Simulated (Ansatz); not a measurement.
# SnSe (SMILES [Se][Sn]) at wB97X/def2-TZVP (core potential)

Aim: the vertical ionisation energy of SnSe at wB97X/def2-TZVP (core potential), from 2 runs. 

Program for the calculation: Ansatz 0.2.0.

26 further runs of the same task are left out: 26 set aside as unsound or not needed.

## (1) The structure to begin with

SnSe has 2 atoms, charge 0, and is taken as a singlet. As SMILES, `[Se][Sn]`. The coordinates come from a PBE0-D4/def2-TZVP relaxation.

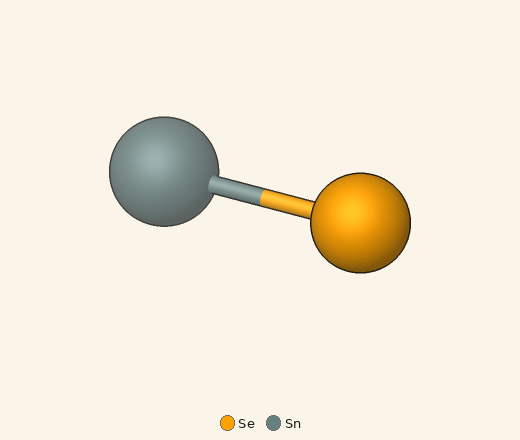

The structure, seen from a chosen angle (selenium orange, tin teal).

## (2) A single-point energy at wB97X/def2-TZVP (core potential)

Contents of input.yaml:

```yaml
basis:
  gaussian: {orbitals: def2-TZVP}
crystal:
  periodic: [false, false, false]
  atoms:
    - {symbol: Se, position_ang: [0.000000, -0.000000, 0.006530]}
    - {symbol: Sn, position_ang: [-0.000000, 0.000000, 2.331810]}
hamiltonian: {xc: {name: wB97X}}
accuracy: high
output: {orbitals: {seedname: orbitals}}
```

The run is started by

```bash
$ ansatz run input.yaml --threads 1 --pin off --max-ram 3480MiB --events-out events.jsonl --progress --plain --runs-dir runs
```

Standard output:

```text
Warning: RAYON_NUM_THREADS=1 ignored (pool sized by the plan → 1); use --threads N
Functional definition: wB97X
  name "wB97X"
  parameter omega = 0.3/bohr
  parameter cx = 0.157706
  parameter cx1 = 0.726479
  parameter cx2 = 1.04760
  parameter cx3 = -5.70635
  parameter cx4 = 13.2794
  parameter css1 = -4.33879
  parameter css2 = 18.2308
  parameter css3 = -31.7430
  parameter css4 = 17.2901
  parameter cos1 = 2.37031
  parameter cos2 = -11.3995
  parameter cos3 = 6.58405
  parameter cos4 = -3.78132
  exchange = spin_sum(e_x_unif_sr(omega)*poly(b97_u_x, 1 - cx, cx1, cx2, cx3, cx4)) + cx*exact_x_sr(omega)
      + exact_x_lr(omega)
  correlation = spin_sum(e_c_pw_same_spin*poly(b97_u_same, 1, css1, css2, css3, css4))
      + integral(e_c_pw_opposite_spin*poly(b97_u_opposite, 1, cos1, cos2, cos3, cos4))
1498 factors; integrals over basis functions are off by at most 4.7e-9 eV
315 factors; integrals over basis functions are off by at most 1.5e-9 eV
mean field evaluation 1: about -71182.3001 eV, gradient 2.2e1 eV
mean field evaluation 2: about -71180.5923 eV, gradient 3.5e1 eV
mean field evaluation 4: about -71184.3644 eV, gradient 6.1e-1 eV
mean field evaluation 8: about -71184.3852 eV, gradient 7.6e-2 eV
mean field evaluation 16: about -71184.3852 eV, gradient 2.6e-5 eV
mean field -71184.38518572 eV, -2615.9779050659 hartree, gradient 4.0e-8 eV, S^2 0.000000; 0 other end points of the search recorded, 0 dependent functions left out
reference -71184.38518356 eV, -2615.9779049867 hartree; 28, 28 occupied and 70, 70 virtual orbitals, 1498 factors
Total energy: -71184.38518356 eV, -2615.9779049867 hartree
```

Run time: 20 s. Hardware: 1 thread of Arm Neoverse V2, shared host; peak memory 0.45 GiB.

## (3) The doublet cation at the same level

Contents of run.yaml:

```yaml
crystal:
  periodic: [false, false, false]
  atoms:
    - {symbol: Se, position_ang: [0.000000, -0.000000, 0.006530]}
    - {symbol: Sn, position_ang: [-0.000000, 0.000000, 2.331810]}
basis:
  gaussian: {orbitals: def2-TZVP}
total_charge: 1
magnetization: {spin_polarized: true, initial_magnetization: 1}
hamiltonian: {xc: {name: wB97X}}
accuracy: high
output: {orbitals: {seedname: orbitals}}
```

The run is started by

```bash
$ ansatz run run.yaml --threads 1 --pin off --max-ram 3480MiB --events-out events.jsonl --progress --plain --runs-dir runs
```

Standard output, cut to the lines that bear on the results:

```text
Warning: RAYON_NUM_THREADS=1 ignored (pool sized by the plan → 1); use --threads N
Functional definition: wB97X
  name "wB97X"
[...]
      + exact_x_lr(omega)
[...]
      + integral(e_c_pw_opposite_spin*poly(b97_u_opposite, 1, cos1, cos2, cos3, cos4))
1498 factors; integrals over basis functions are off by at most 4.7e-9 eV
315 factors; integrals over basis functions are off by at most 1.5e-9 eV
[...]
mean field -71175.42986275 eV, -2615.6488030170 hartree, gradient 8.3e-8 eV, S^2 0.753986; 4 other end points of the search recorded, 0 dependent functions left out
reference -71175.42986065 eV, -2615.6488029397 hartree; 28, 27 occupied and 70, 71 virtual orbitals, 1498 factors
Total energy: -71175.42986065 eV, -2615.6488029397 hartree
```

Run time: 2.9 min. Hardware: 1 thread of Arm Neoverse V2, shared host; peak memory 0.78 GiB.

## (4) Outcome

Level: wB97X/def2-TZVP (core potential).

```
                                          quantity           value
                        singlet SnSe: total energy  -2615.97790 Eh
                         singlet SnSe: HOMO energy        -9.13 eV
                         singlet SnSe: LUMO energy        -0.80 eV
                       singlet SnSe: HOMO–LUMO gap         8.32 eV
                      doublet cation: total energy  -2615.64880 Eh
doublet cation: HOMO energy (highest over α and β)       -15.49 eV
 doublet cation: LUMO energy (lowest over α and β)        -9.08 eV
                              doublet cation: ⟨S²⟩           0.754
vertical ionisation energy (to the doublet cation)        8.955 eV
```

**Reading.** The vertical ionisation energy comes to 8.96 eV (207 kcal/mol). −ε(HOMO) before ionisation, 9.13 eV, is 0.17 eV above this ionisation energy.
